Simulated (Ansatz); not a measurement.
# GeH3F (GeFH3) at HF/def2-TZVP

What is the vertical singlet–triplet gap of GeH3F (GeFH3) at HF/def2-TZVP? 

The results are computed with Ansatz 0.2.0.

10 further runs of the same task are left out: 10 set aside as unsound or not needed.

### 1 The structure to begin with

The species is GeH3F (5 atoms), meant as a singlet with charge 0. As SMILES, `[H][Ge]([H])([H])[F]`. The shape comes from GFN2-xTB, which is rough for such elements, and wasn't checked as a minimum.

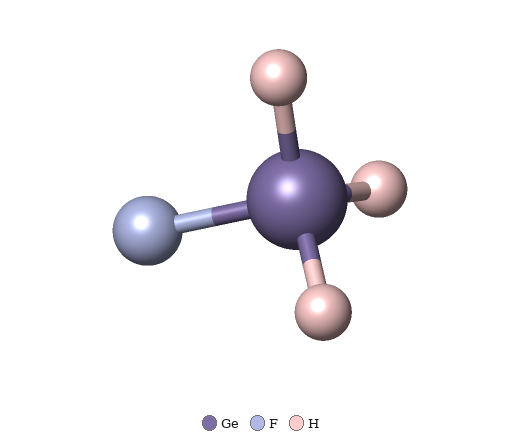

The structure, seen from a chosen angle (germanium purple, fluorine light blue, hydrogen pink).

### 2 A single-point energy at HF/def2-TZVP

Contents of in.yaml:

```yaml
basis:
  gaussian:
    orbitals: def2-TZVP
crystal:
  periodic: [false, false, false]
  atoms:
    - {symbol: Ge, position_ang: [-0.001260, 0.000720, -0.139740]}
    - {symbol: F, position_ang: [0.010260, -0.018210, 1.594920]}
    - {symbol: H, position_ang: [1.448570, 0.011740, -0.494610]}
    - {symbol: H, position_ang: [-0.731820, 1.260740, -0.465520]}
    - {symbol: H, position_ang: [-0.725750, -1.254990, -0.495050]}
hamiltonian:
  xc: hf
accuracy: high
output:
  orbitals: {seedname: orbitals}
```

Command:

```bash
ansatz run in.yaml --threads 1 --pin off --max-ram 2610MiB --events-out events.jsonl --progress --plain --runs-dir runs
```

The log of the run:

```text
Warning: RAYON_NUM_THREADS=1 ignored (pool sized by the plan → 1); use --threads N
Functional definition: HF
  name "HF"
  exchange = exact_x
  correlation = 0
1600 factors; integrals over basis functions are off by at most 4.5e-9 eV
mean field evaluation 1: about -59227.1506 eV, gradient 2.9e1 eV
mean field evaluation 2: about -59227.2101 eV, gradient 3.0e1 eV
mean field evaluation 4: about -59228.8893 eV, gradient 1.8e0 eV
mean field evaluation 8: about -59228.9051 eV, gradient 1.5e-1 eV
mean field -59228.90513010 eV, -2176.6221167374 hartree, gradient 6.4e-8 eV, S^2 0.000000; 0 other end points of the search recorded, 0 dependent functions left out
reference -59228.90513010 eV, -2176.6221167374 hartree; 22, 22 occupied and 75, 75 virtual orbitals, 1600 factors
Total energy: -59228.90513010 eV, -2176.6221167374 hartree
```

Run time: 3.6 s. Hardware: 1 thread of Intel Xeon Platinum 8488C (Sapphire Rapids), shared host; peak memory 0.24 GiB.

### 3 The triplet at the same level

Contents of job.yaml:

```yaml
crystal:
  periodic: [false, false, false]
  atoms:
    - symbol: Ge
      position_ang: [-0.001260, 0.000720, -0.139740]
    - symbol: F
      position_ang: [0.010260, -0.018210, 1.594920]
    - symbol: H
      position_ang: [1.448570, 0.011740, -0.494610]
    - symbol: H
      position_ang: [-0.731820, 1.260740, -0.465520]
    - symbol: H
      position_ang: [-0.725750, -1.254990, -0.495050]
basis:
  gaussian:
    orbitals: def2-TZVP
magnetization:
  spin_polarized: true
  initial_magnetization: 2
hamiltonian:
  xc: hf
accuracy: high
output: {orbitals: {seedname: orbitals}}
```

Command:

```bash
ansatz run job.yaml --threads 1 --pin off --max-ram 2610MiB --events-out events.jsonl --progress --plain --runs-dir runs
```

The log of the run (excerpt; [...] marks lines left out):

```text
Warning: RAYON_NUM_THREADS=1 ignored (pool sized by the plan → 1); use --threads N
[... 2 set-up lines as earlier in the session ...]
[...]
1600 factors; integrals over basis functions are off by at most 4.5e-9 eV
[...]
mean field -59220.88956526 eV, -2176.3275501628 hartree, gradient 3.2e-8 eV, S^2 2.012711; 4 other end points of the search recorded, 0 dependent functions left out
reference -59220.88956526 eV, -2176.3275501628 hartree; 23, 21 occupied and 74, 76 virtual orbitals, 1600 factors
Total energy: -59220.88956526 eV, -2176.3275501628 hartree
```

Run time: 29 s. Hardware: 1 thread of Intel Xeon Platinum 8488C (Sapphire Rapids), shared host; peak memory 0.31 GiB.

### 4 Summary of results

Level: HF/def2-TZVP.

```
                                        quantity           value
                           singlet: total energy  -2176.62212 Eh
                            singlet: HOMO energy       -13.40 eV
                            singlet: LUMO energy         2.92 eV
                          singlet: HOMO–LUMO gap        16.33 eV
                           triplet: total energy  -2176.32755 Eh
     triplet: HOMO energy (highest over α and β)        -4.93 eV
      triplet: LUMO energy (lowest over α and β)        -4.12 eV
                                   triplet: ⟨S²⟩           2.013
vertical energy of the triplet above the singlet        8.016 eV
```

**Reading.** At this shape the triplet lies 8.02 eV (185 kcal/mol) above the singlet.
